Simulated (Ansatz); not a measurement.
# CH5FSi2: what the fields show

Input

```
crystal:
  periodic: [false, false, false]
  atoms:
    - {symbol: F, position_ang: [-0.071275, -0.414929, -2.549797]}
    - {symbol: Si, position_ang: [0.389902, 0.952483, -1.812489]}
    - {symbol: C, position_ang: [0.855639, 0.237336, -0.136619]}
    - {symbol: Si, position_ang: [-0.672380, -0.198050, 0.873910]}
    - {symbol: H, position_ang: [-1.706298, 0.864455, 0.718561]}
    - {symbol: H, position_ang: [1.438047, 0.977332, 0.422945]}
    - {symbol: H, position_ang: [1.448202, -0.677903, -0.251743]}
    - {symbol: H, position_ang: [-1.248943, -1.480175, 0.398856]}
    - {symbol: H, position_ang: [-0.344294, -0.306850, 2.319274]}
basis:
  gaussian: {orbitals: def2-TZVPP}
hamiltonian: {xc: pbe0, dispersion: d4}
output: {orbitals: {seedname: orbitals}}
```

Launched as:

```sh
ansatz run in.yaml --threads 2 --pin off --events-out ev --progress --plain --max-ram 4352MiB
```

Geometry: PBE0-D4/def2-TZVP.

Level of theory: RKS PBE0-D4/def2-TZVPP (Ansatz 0.2.0).

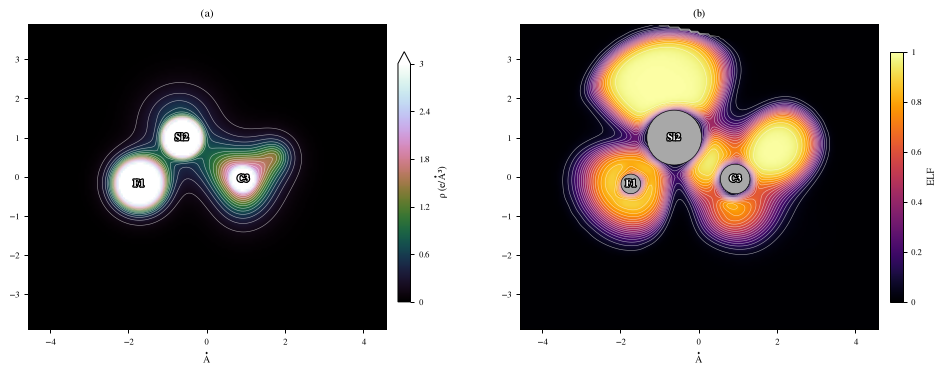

Figure 1. (a) total electron density; (b) electron localisation function on the plane of atoms F1, Si2 and C3. Grey discs cover the atomic cores in the ELF map.

Question: Describe what can be read from this map.

Answer:
- Atoms in the plane: F, Si and C.
- Si–F (1.62 Å): ρ is about 1.1 e/Å³ halfway; the ELF peaks at about 0.85 in the valence shell of F, 0.6 Å from its nucleus, and is about 0.45 at the midpoint.
- C–Si (1.88 Å): the density is about 0.95 e/Å³ at the midpoint; the ELF peaks at about 0.95 between the atoms (a covalent bond).
- The ELF also peaks beside F1 and Si2, away from the bonds: lone-pair regions.

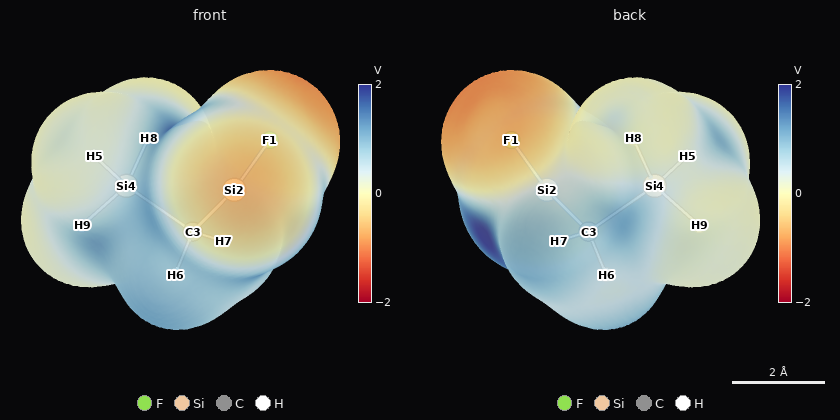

Figure 2. The molecular electrostatic potential painted on the density surface at 0.002 e/bohr³, seen from the front and from behind; red is negative and blue positive.

Question: Where is the surface potential most negative and most positive?

Answer: The most negative region (about −1.0 V) lies over F1, the most positive (about +1.9 V) over Si2.

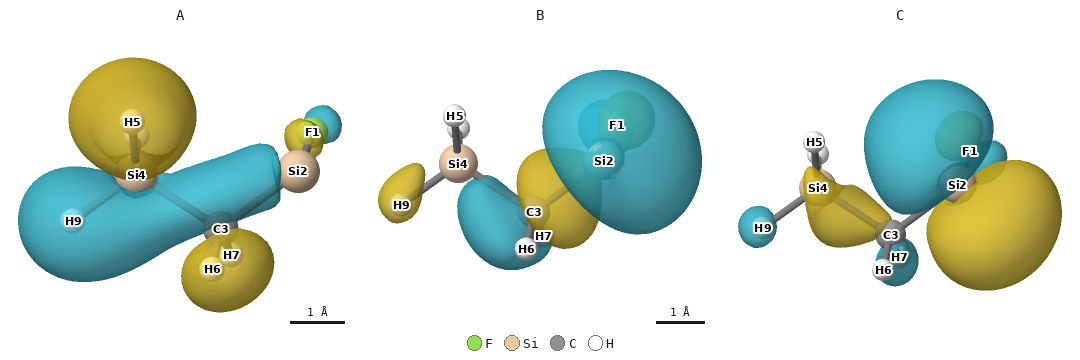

Figure 3. Three frontier orbitals at ±0.08 Å⁻³ᐟ² (yellow and cyan are the two phases), in no order.

Question: Order the three orbitals by energy and name them.

Answer: A is the HOMO−1 (−9.57 eV). Its weight (Hirshfeld) is mainly on Si4 (about 35 %), H5 (about 20 %), H9 (about 15 %) and C3 (about 15 %). B is the HOMO (−6.72 eV). By Hirshfeld shares it lies mainly on Si2 (about 65 %), C3 (about 20 %) and F1 (about 5 %). C is the LUMO (−2.16 eV). By Hirshfeld shares it lies mainly on Si2 (about 75 %), F1 (about 5 %), C3 (about 5 %) and Si4 (about 5 %).

Question: What is the HOMO–LUMO gap?

Answer: 4.56 eV between the orbital energies.
